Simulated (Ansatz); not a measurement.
From Ge(OH)4 to GeCl4: predicting a member

On one Ge centre, n of the OH ligands are replaced by Cl. The atomisation energy (no zero-point term) y in kJ/mol at CCSD(T)/def2-TZVPP. Shapes: PBE0-D4/def2-TZVP. Flexible molecules stand in one conformer, not always the lowest. Programs: Ansatz 0.2.0.

| molecule | n | y (kJ/mol) |
| --- | --- | --- |
| Ge(OH)4 | 0 | 3300 |
| Ge(OH)3Cl | 1 | 2815 |
| Ge(OH)2Cl2 | 2 | 2330 |
| Ge(OH)Cl3 | 3 | ? |
| GeCl4 | 4 | 1358 |

Task: Fit y = c + s·n to the known rows and predict Ge(OH)Cl3.

Result: 
1. Means of the 4 rows: n = 1.75000, y = 2450.8.
2. Σ(Δn)² = 8.75, Σ(Δn·Δy) = -4248.2, so the slope is -4248.2/8.75 = -485.51.
3. Intercept: 2450.8 − (-485.51) × 1.75000 = 3300.4. The largest residual of the fit is 0.6.
4. Ge(OH)Cl3: 3300.4 + (-485.51) × 3 = 1844 kJ/mol.

The run gave 1844 kJ/mol, so the prediction is off by 0 kJ/mol: they agree to the digits shown. The steps are nearly additive. The slope is the difference between a Ge–Cl and a Ge–OH bond with the ligands’ own bonds. Other levels give for Ge(OH)Cl3: HF/def2-TZVPP 1289; r2SCAN-D4/def2-TZVPP 1915; MP2/def2-TZVPP 1938 kJ/mol. Spin-orbit coupling of the free atoms (OH 0, Cl 4 kJ/mol each; the atoms kept shift only the intercept) is left out. Coupled cluster in double- or triple-zeta sets underbinds by a few per cent against its basis-set limit. Relativity is left out for Ge. Outer-core shells of Ge are correlated, in sets that cover them unevenly.

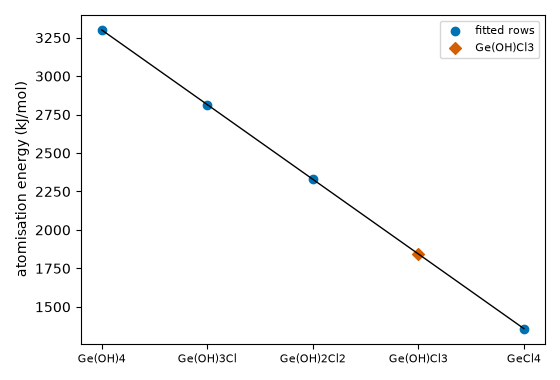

The fitted line, with the withheld member.
